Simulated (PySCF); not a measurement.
**C3H10F2N2Si (SMILES NC[C@H]([SiH2]N)C(F)F): density, localisation and related maps**

```yaml
atoms:
  - { symbol: N, position_ang: [-2.2456, 0.1616, -0.7560] }
  - { symbol: C, position_ang: [-1.5860, 0.5059, 0.4845] }
  - { symbol: C, position_ang: [-0.1139, 0.0806, 0.6220] }
  - { symbol: Si, position_ang: [0.9888, 0.7206, -0.8109] }
  - { symbol: N, position_ang: [2.5756, 0.7136, -0.1555] }
  - { symbol: C, position_ang: [-0.0071, -1.4186, 0.7738] }
  - { symbol: F, position_ang: [-0.2397, -2.0771, -0.3950] }
  - { symbol: F, position_ang: [1.2521, -1.7857, 1.1416] }
  - { symbol: H, position_ang: [-2.1982, -0.8365, -0.9272] }
  - { symbol: H, position_ang: [-1.8006, 0.6293, -1.5375] }
  - { symbol: H, position_ang: [-1.6366, 1.5923, 0.5907] }
  - { symbol: H, position_ang: [-2.1741, 0.0633, 1.2981] }
  - { symbol: H, position_ang: [0.2631, 0.4953, 1.5608] }
  - { symbol: H, position_ang: [0.6444, 2.1204, -1.0642] }
  - { symbol: H, position_ang: [0.7513, -0.0919, -2.0119] }
  - { symbol: H, position_ang: [3.3324, 1.0667, -0.7172] }
  - { symbol: H, position_ang: [2.8841, -0.0892, 0.3715] }
  - { symbol: H, position_ang: [-0.6989, -1.8441, 1.5208] }
```

Geometry: GFN2-xTB.

Method: PySCF 2.14.0, CAM-B3LYP/def2-SVPD, SCF density, gas phase.

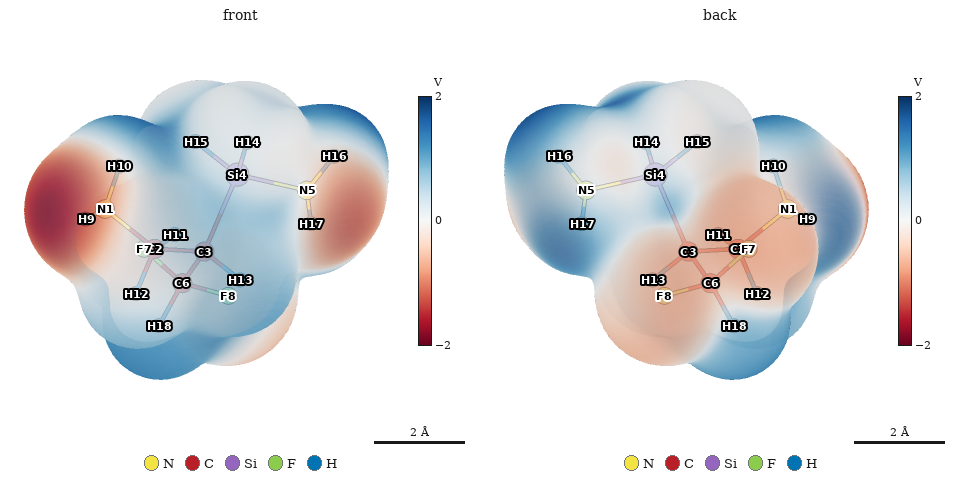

Figure 1. The electrostatic potential painted on the density surface at 0.002 e/bohr³, seen from the front and from behind; the colour scale runs from red (negative) to blue (positive).

Describe the electrostatic potential map.

Answer. The most negative region (about −1.7 V) lies over N1, the most positive (about +1.6 V) over Si4 and H16. N1 is the likeliest acceptor of a hydrogen bond.

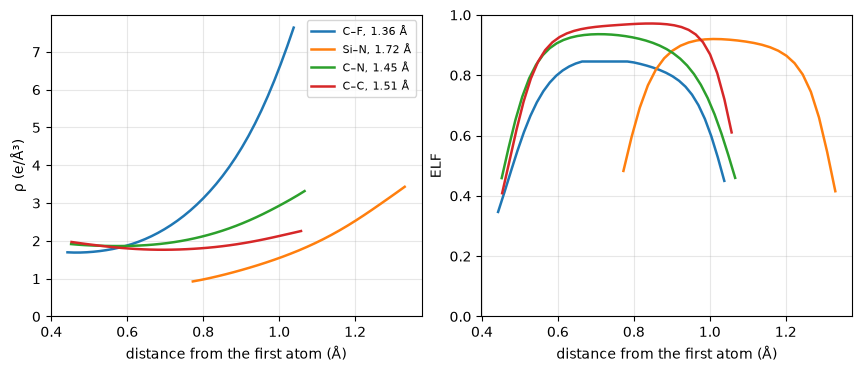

Figure 2. Total electron density and electron localisation function along straight lines between neighbouring atoms. The curves leave out the atomic cores.

What can be read from the curves?

Answer. C–F (1.36 Å): the density is about 2.2 e/Å³ at the midpoint, with its minimum of 1.7 e/Å³ about 0.5 Å from C; the ELF peaks at about 0.85 between the atoms, as expected for a shared but strongly polarised pair.
Si–N (1.72 Å): ρ at the midpoint is about 1.1 e/Å³; the ELF peaks at about 0.90 between the atoms, as expected for a polar covalent bond.
C–N (1.45 Å): the density is about 2 e/Å³ at the midpoint; the ELF peaks at about 0.95 between the atoms; localised, covalent bonding.
C–C (1.51 Å): the density is about 1.8 e/Å³ at the midpoint; the ELF peaks at about 1 between the atoms (a covalent bond).
